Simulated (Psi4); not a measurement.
**WSClOF (SMILES [O]=[W]([F])(=[S])[Cl]): methods side by side**

WSClOF: 5 atoms, total charge 0, spin state singlet. As SMILES, `[O]=[W]([F])(=[S])[Cl]`. Geometry: optimised at PBE0/def2-TZVP.

Each level gives the HOMO–LUMO gap (eV). The values are calculated.

| level | kind | program | value (eV) | CPU time |
| --- | --- | --- | --- | --- |
| PBE-D4/def2-TZVPP (density fitting, core potential) | GGA | Psi4 | 3.09 | 63 s |
| r2SCAN-D4/def2-TZVPP (density fitting, core potential) | meta-GGA | Psi4 | 3.42 | 2.5 min |
| B3LYP-D4/def2-TZVPP (density fitting, core potential) | global hybrid | Psi4 | 4.59 | 65 s |
| PBE0-D4/def2-TZVPP (density fitting, core potential) | global hybrid | Psi4 | 5.03 | 59 s |
| wB97M-V/def2-TZVPP (density fitting, core potential) | range-separated hybrid | Psi4 | 9.20 | 3.1 min |

The values span 3.09 to 9.20 eV. Orbital gaps aren't excitation energies; they tend to grow with the share of exact exchange. CPU times are rough (shared hosts, several kinds of processor): they show what a rung costs within a factor of a few.

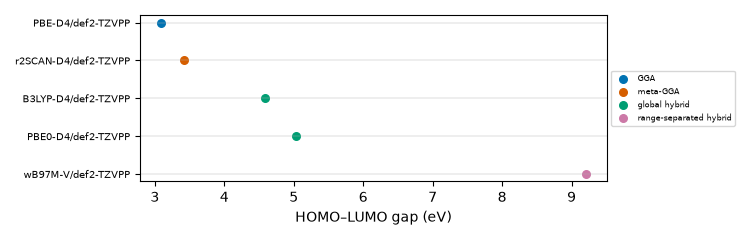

The values of the table, level by level.
